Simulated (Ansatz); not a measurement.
# SiO+ (doublet): inputs that go wrong

3 inputs are run for SiO+ (doublet) as typed; the log has to tell whether the result can be used and what must change.

Method: the settings change from run to run; program: Ansatz 0.2.0, Gaussian basis.

7 further runs of the same task are left out: 4 that didn't finish, 3 set aside as unsound or not needed.

### 1 The system

The geometry is a PBE0/def2-TZVP stationary point (not a proven minimum) of the parent state, kept for this charge and spin.

2 atoms, charge 1, spin multiplicity 2.

Atoms are counted from 1 here; the program's logs count them from 0.

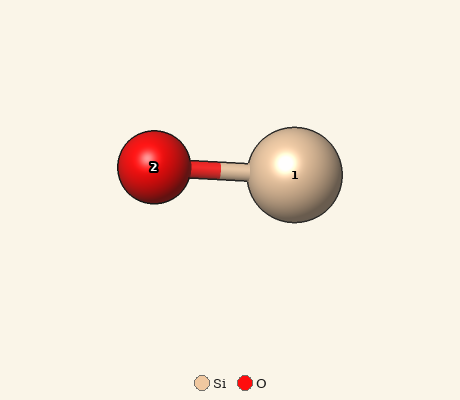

The structure; silicon light orange, oxygen red; atoms are numbered from 1 in the order of the file.

### 2 Try 1

in.yaml reads:

```yaml
crystal:
  periodic: [false, false, false]
  atoms:
    - {symbol: Si, position_ang: [0.000000, 0.000000, 0.000000]}
    - {symbol: O, position_ang: [0.000000, 0.000000, 1.508831]}
basis:
  gaussian: {orbitals: STO-3G}
total_charge: 1
magnetization: {spin_polarized: false, initial_magnetization: 1}
hamiltonian: {xc: pbe}
correlation: {method: sc_nevpt2, electrons: outside_noble_gas, active_space: {window: {electrons: 3, orbitals: 3}}}
```

Started as:

```sh
$ ansatz run in.yaml --threads 1 --pin off --events-out ev --progress --plain --max-ram 2176MiB
```

Standard output:

```text
Error: invalid value for `correlation.active_space`: it starts from restricted Hartree–Fock orbitals; set hamiltonian.xc: hf without magnetization.spin_polarized
```

Wall time 0.03 s (1 thread of Intel Xeon Platinum 8488C, shared host).

Diagnosis: The run was refused. An active space is asked on a functional's orbitals. Cure: start from Hartree-Fock.

### 3 Try 2

in.yaml reads:

```yaml
crystal:
  periodic: [false, false, false]
  atoms:
    - {symbol: Si, position_ang: [0.000000, 0.000000, 0.000000]}
    - {symbol: O, position_ang: [0.000000, 0.000000, 1.508831]}
basis:
  gaussian: {orbitals: "6-31++G**"}
total_charge: 1
magnetization: {spin_polarized: false, initial_magnetization: 1}
hamiltonian: {xc: {name: B3LYP}}
correlation: {method: mp2, frozen_orbitals: {Si: 0}}
```

Same command.

Standard output:

```text
Functional definition: B3LYP
  name "B3LYP"
  cite "Stephens, Devlin, Chabalowski & Frisch, J. Phys. Chem. 98, 11623 (1994) doi:10.1021/j100096a001"
  cite "Becke, Phys. Rev. A 38, 3098 (1988) doi:10.1103/PhysRevA.38.3098"
  cite "Lee, Yang & Parr, Phys. Rev. B 37, 785 (1988) doi:10.1103/PhysRevB.37.785"
  cite "Vosko, Wilk & Nusair, Can. J. Phys. 58, 1200 (1980) doi:10.1139/p80-159"
  parameter a0 = 0.2
  parameter ax = 0.72
  parameter ac = 0.81
  exchange = (1 - a0 - ax)*slater_x + ax*b88_x + a0*exact_x
  correlation = (1 - ac)*vwn_rpa_c + ac*lyp_c
Error: "frozen_orbitals" has no count for O
```

It took 0.06 s on 1 thread of Intel Xeon Platinum 8488C, shared host.

What is wrong: The run was refused. The frozen-orbital counts are incomplete or too large. Fix: leave frozen_orbitals out, or give each element a count that its core has.

### 4 Try 3

in.yaml reads:

```yaml
crystal:
  periodic: [false, false, false]
  atoms:
    - {symbol: Si, position_ang: [0.000000, 0.000000, 0.000000]}
    - {symbol: O, position_ang: [0.000000, 0.000000, 1.508831]}
basis:
  gaussian: {orbitals: 6-31G}
total_charge: 1
magnetization: {spin_polarized: true, initial_magnetization: 2}
hamiltonian: {xc: {name: PBE0}}
correlation: {method: ccsd_t, electrons: all}
scf: {lower_state_search: light}
```

Launched as before.

Standard output:

```text
Error: a molecule whose nuclei and cores have a total charge of 22 cannot have a net charge of 1 together with 2 unpaired electrons
```

Run time: 0.03 s. Hardware: 1 thread of Intel Xeon Platinum 8488C, shared host.

What is wrong: The run was refused. The number of unpaired electrons doesn't fit the electron count. To mend it, make charge and initial_magnetization agree.

### 5 How the runs ended

```
try               level    ended                                                            cause    time
  1  NEVPT2(3,3)/STO-3G  refused              an active space is asked on a functional's orbitals  0.03 s
  2       MP2/6-31++G**  refused            the frozen-orbital counts are incomplete or too large  0.06 s
  3       CCSD(T)/6-31G  refused  the number of unpaired electrons doesn't fit the electron count  0.03 s
```

3 refused.
